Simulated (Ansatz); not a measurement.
# AlAsH (doublet): inputs that go wrong

3 inputs are run for AlAsH (doublet) as typed; the log has to tell whether the result can be used and what must change.

Program: Ansatz 0.2.0, Gaussian basis. Level of theory: the settings change from run to run. These are calculated values, not measurements.

25 further runs of the same task are left out: 4 for a known fault of the program, 1 for a mislabelled method, 11 that didn't finish, 9 set aside as unsound or not needed.

## (1) What is computed

The geometry is a PBE0/def2-TZVP stationary point (not a proven minimum). No spin-orbit coupling is included. The filled d shell of As may be among the frozen orbitals whatever the setting's name suggests; the logs give the count.

3 atoms, charge 0, spin multiplicity 2.

Atoms are counted from 1 here; the program's logs count them from 0.

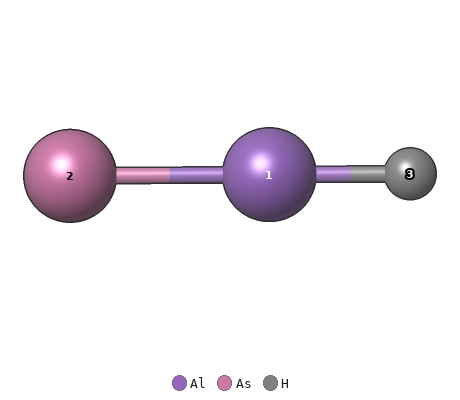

The structure; aluminium purple, arsenic pink, hydrogen grey; atoms are numbered from 1 in the order of the file.

Coordinates:

| atom | x (Å) | y (Å) | z (Å) |
| --- | --- | --- | --- |
| Al1 | 0.0000 | 0.0000 | -0.2183 |
| As2 | 0.0000 | 0.0000 | 2.0201 |
| H3 | 0.0000 | 0.0000 | -1.8017 |

## (2) Attempt 1

The input, in.yaml:

```yaml
crystal:
  periodic: [false, false, false]
  atoms:
    - {symbol: Al, position_ang: [0.000000, 0.000000, -0.218333]}
    - {symbol: As, position_ang: [0.000000, 0.000000, 2.020067]}
    - {symbol: H, position_ang: [0.000000, 0.000000, -1.801733]}
basis:
  gaussian: {orbitals: def2-SVP}
magnetization: {spin_polarized: true, initial_magnetization: 1}
correlation: {method: ccsd, electrons: outside_noble_gas}
scf: {omitted_lower_state_checks: [cluster_reference]}
symmetry: c1
```

Command:

```console
> ansatz run in.yaml --threads 1 --pin off --events-out ev --progress --plain --max-ram 2393MiB
```

Standard output:

```text
Error: YAML parse error: error: line 12 column 1: unknown field `symmetry`, expected one of crystal, accuracy, basis, kpoints, hamiltonian, magnetization, projection, total_charge, correlation, batch, efield, external_charges, scf, relax, neb, saddle, md, ramp, phonons, dielectric, real_time, elastic, magnetic_configurations, gw, evaluate, workflow, output, checkpoint, execution
  --> <input>:12:1
   |
10 | correlation: {method: ccsd, electrons: outside_noble_gas}
11 | scf: {omitted_lower_state_checks: [cluster_reference]}
12 | symmetry: c1
   | ^ unknown field `symmetry`, expected one of crystal, accuracy, basis, kpoints, hamiltonian, magnetization, projection, total_charge, correlation, batch, efield, external_charges, scf, relax, neb, saddle, md, ramp, phonons, dielectric, real_time, elastic, magnetic_configurations, gw, evaluate, workflow, output, checkpoint, execution
```

Wall time 0.03 s (1 thread of Intel Xeon Platinum 8488C, shared host).

**Diagnosis.** The run was refused. The input holds a key that the program doesn't read here. To mend it, remove it or spell it as the reference does.

## (3) Attempt 2

The input, in.yaml:

```yaml
crystal:
  periodic: [false, false, false]
  atoms:
    - {symbol: Al, position_ang: [0.000000, 0.000000, -0.218333]}
    - {symbol: As, position_ang: [0.000000, 0.000000, 2.020067]}
    - {symbol: H, position_ang: [0.000000, 0.000000, -1.801733]}
basis:
  gaussian: {orbitals: cc-pVDZ}
magnetization: {spin_polarized: false, initial_magnetization: 1}
correlation: {method: sc_nevpt2, electrons: outside_noble_gas, active_space: {window: {electrons: 3, orbitals: 3}, states: [{multiplicity: 2, irrep: T2g, weights: [1]}]}}
```

Same command.

Standard output:

```text
Functional definition: HF
  name "HF"
  cite "Fock, Z. Phys. 61, 126 (1930) doi:10.1007/BF01340294"
  parent pbe
  exchange = exact_x
  correlation = 0
936 factors; integrals over basis functions are off by at most 1.6e-7 eV
mean field evaluation 1: about -67391.8937 eV, gradient 1.1e1 eV
mean field evaluation 2: about -67391.8955 eV, gradient 1.1e1 eV
mean field evaluation 4: about -67392.6073 eV, gradient 1.6e0 eV
mean field evaluation 8: about -67392.6343 eV, gradient 2.5e-3 eV
mean field evaluation 16: about -67392.6343 eV, gradient 2.4e-6 eV
mean field evaluation 32: about -67390.6318 eV, gradient 1.3e0 eV
mean field -67392.63428359 eV, -2476.6336295536 hartree, gradient 6.0e-6 eV, S^2 0.750000; 4 other end points of the search recorded, 0 dependent functions left out
reference -67392.63428359 eV, -2476.6336295536 hartree; 24, 23 occupied and 26, 27 virtual orbitals, 936 factors
Error: the irrep T2g is not accepted for these orbitals, which take A1, B1, B2, A2, or 1 to 4
```

It took 2 s on 1 thread of Intel Xeon Platinum 8488C, shared host.

What is wrong: The run stopped with an error. The symmetry label isn't in the molecule's group. To mend it, name an irrep that the log lists.

## (4) Attempt 3

The input, in.yaml:

```yaml
crystal:
  periodic: [false, false, false]
  atoms:
    - {symbol: Al, position_ang: [0.000000, 0.000000, -0.218333]}
    - {symbol: As, position_ang: [0.000000, 0.000000, 2.020067]}
    - {symbol: H, position_ang: [0.000000, 0.000000, -1.801733]}
basis:
  gaussian: {orbitals: cc-pVDZ}
magnetization: {spin_polarized: true, initial_magnetization: 9}
correlation: {method: ccsdt, electrons: outside_noble_gas}
accuracy: high
output: {forces: true}
```

Same command.

Standard output (excerpt; [...] marks lines left out):

```text
Functional definition: HF
  name "HF"
  cite "Fock, Z. Phys. 61, 126 (1930) doi:10.1007/BF01340294"
  parent pbe
[...]
953 factors; integrals over basis functions are off by at most 4.5e-9 eV
[...]
mean field -67368.83434840 eV, -2475.7589980677 hartree, gradient 5.7e-8 eV, S^2 24.751350; 12 other end points of the search recorded, 0 dependent functions left out
determinant -67368.83434840 eV, -2475.7589980677 hartree, with singles and doubles -67370.08592897 eV, -2475.8049928052 hartree
determinant -67368.06123229 eV, -2475.7305865748 hartree, with singles and doubles -67369.48617194 eV, -2475.7829521410 hartree
determinant -67367.18966880 eV, -2475.6985572072 hartree, with singles and doubles -67368.36120899 eV, -2475.7416105150 hartree
determinant -67365.88044468 eV, -2475.6504441082 hartree, with singles and doubles -67367.36099932 eV, -2475.7048534877 hartree
19 core orbitals not correlated: weight in the atoms' cores, before any rotation towards them, 1.000 or more for the frozen orbitals, at most 0.000 for the correlated occupied ones
reference -67368.83434840 eV, -2475.7589980677 hartree; 9, 0 occupied and 22, 31 virtual orbitals, 953 factors
second order -0.91994733 eV of doubles, -0.00000000 eV of singles
cycle   1  -1.14578583 eV  change   -2.3e-1 eV  update   4.6e-2
[...]
cycle  24  -1.27260375 eV  change  -1.5e-10 eV  update  7.4e-10
[...]
Total energy: -67370.10695215 eV, -2475.8057653927 hartree
Atom 0 at     0.000000     0.000000    -0.218333 Å, force     0.000000     0.000000    -3.733483 eV/Å
Atom 1 at     0.000000     0.000000     2.020067 Å, force     0.000000    -0.000000     8.420262 eV/Å
Atom 2 at     0.000000     0.000000    -1.801733 Å, force     0.000000     0.000000    -4.686779 eV/Å
Dipole moment:     0.000000     0.000000     0.691585 e Å
```

Run time: 39 s. Hardware: 1 thread of Intel Xeon Platinum 8488C, shared host; peak memory 0.27 GiB.

What is wrong: The run converged, which proves nothing about the input. Far too many unpaired electrons are asked for. Its energy belongs to the state of multiplicity 10, not to the doublet that was meant. Cure: set initial_magnetization to that of the wanted state.

## (5) How the runs ended

| attempt | level | ended | cause | time |
| --- | --- | --- | --- | --- |
| 1 | CCSD on UHF/def2-SVP | refused | the input holds a key that the program doesn't read here | 0.03 s |
| 2 | NEVPT2(3,3)/cc-pVDZ | stopped by an error | the symmetry label isn't in the molecule's group | 2 s |
| 3 | CCSDT on UHF/cc-pVDZ | converged | far too many unpaired electrons are asked for | 39 s |

1 refused, 1 stopped by an error, 1 converged. The input that converges on a wrong geometry or spin is the dangerous one: no error points at it, so geometry and ⟨S²⟩ have to be checked.
